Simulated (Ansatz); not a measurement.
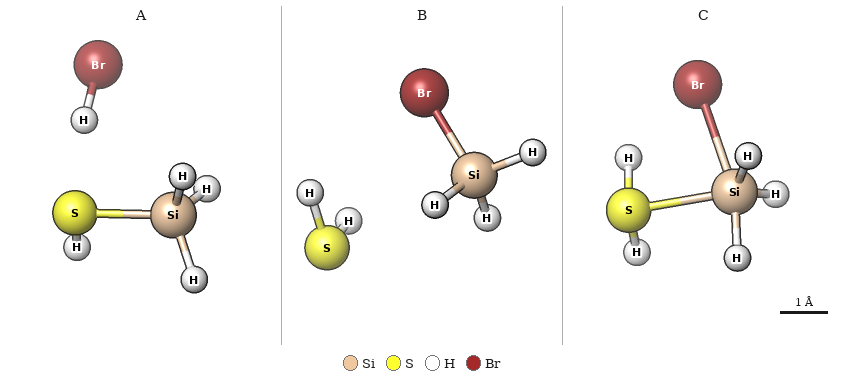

Three geometries of SiH5SBr: a saddle point and the two minima that it joins, in shuffled order. The picture is a ball-and-stick view, seen at a tilt. Sticks join atoms that are closer than about 1.2 times the sum of their covalent radii (a little more with hydrogen).

Stationary points at PBE0-D4/def2-TZVP, single-point energies with CCSD(T)/CBS (def2-TZVPP where no basis is named; Ansatz 0.2.0). The energies are electronic, without zero-point or thermal terms, and both ends are the minima reached downhill from the saddle, with any fragments still in contact. CCSD(T)/CBS stands for a frozen-core estimate: MP2 correlation extrapolated from def2-TZVPP and def2-QZVPP, CCSD(T) minus MP2 from the smaller set.

Q: Which frame is the transition state, what reaction does it lead through, and what barrier is to be expected?

A: Frame C is the saddle point. Counted by bonded pieces, A holds HBr + SiH₄S and B holds H₂S + SiH₃Br. From A over the saddle to B, bonds form: Br–Si (4.28 → 2.67 → 2.23 Å), H–S (2.33 → 1.39 → 1.34 Å). Bonds break: S–Si (2.15 → 2.34 → 3.82 Å), Br–H (1.44 → 2.18 → 3.28 Å). The saddle has one imaginary mode, 300i cm⁻¹. With CCSD(T)/CBS the barrier is 27.2 kcal/mol from A and 35.2 kcal/mol from B, and B lies 8.1 kcal/mol below A.
